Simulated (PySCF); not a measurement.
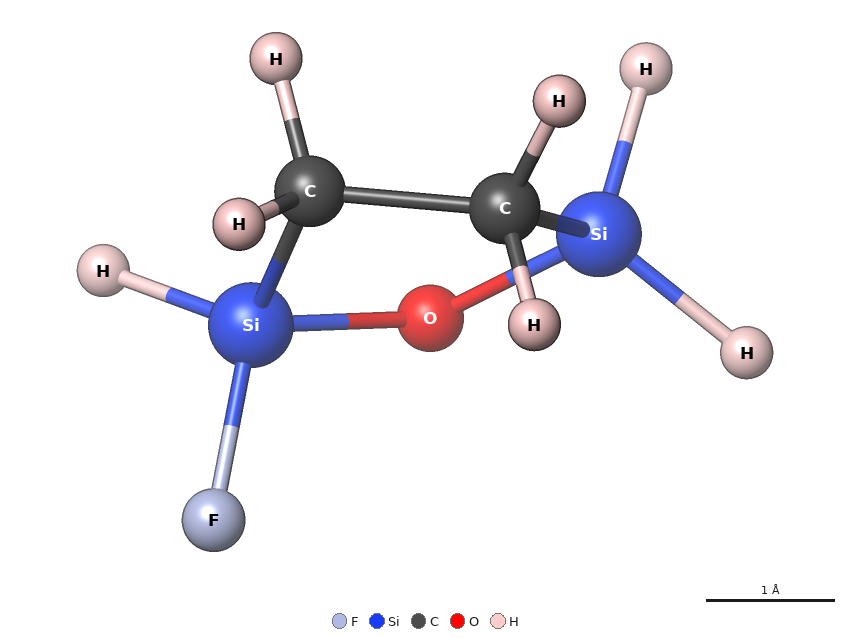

Depth is shown by fading: the farther an atom, the more it takes the colour of the background. Computed geometry: PBE0-D3(BJ)/def2-SVP optimisation. No frequency run is at hand to confirm it as a minimum. Masses are those of the most abundant isotopes; constants are for the rigid equilibrium geometry.

Q: What kind of rotor is it, and what are its rotational constants in GHz?

A: An asymmetric top (C1): A = 3.87, B = 1.93, C = 1.56 GHz. Ray's parameter κ is −0.69, nearer the prolate limit.
